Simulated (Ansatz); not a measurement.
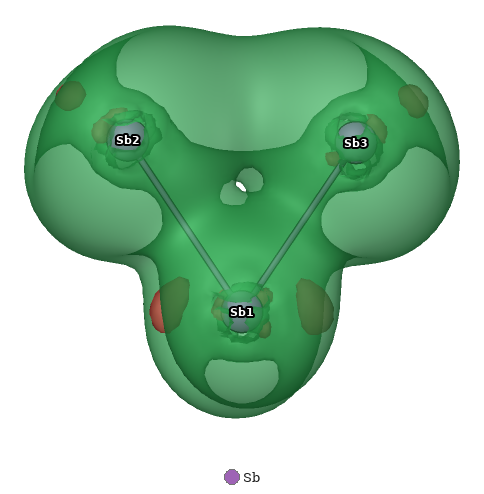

*Sb3 (charge +1, quintet). Isosurfaces of the spin density (α minus β) at +0.02 (green) and −0.02 e/Å³ (red), seen across its widest extent.*

Geometry: PBE-D4/def2-SVP; core potentials replace the inner electrons of Sb.

Level of theory: UKS PBE0-D4/def2-TZVP (Ansatz).

```yaml
atoms:
  - { symbol: Sb, position_ang: [-1.3969, 0.0321, 0.7923] }
  - { symbol: Sb, position_ang: [0.5027, -1.5972, -0.6776] }
  - { symbol: Sb, position_ang: [0.8942, 1.5650, -0.1148] }
```

> Describe the spin distribution.

The unpaired spin (4 electrons) lies mostly on Sb2 (about 1.4), Sb3 (about 1.4) and Sb1 (about 1.1), in electrons by Hirshfeld's partition.
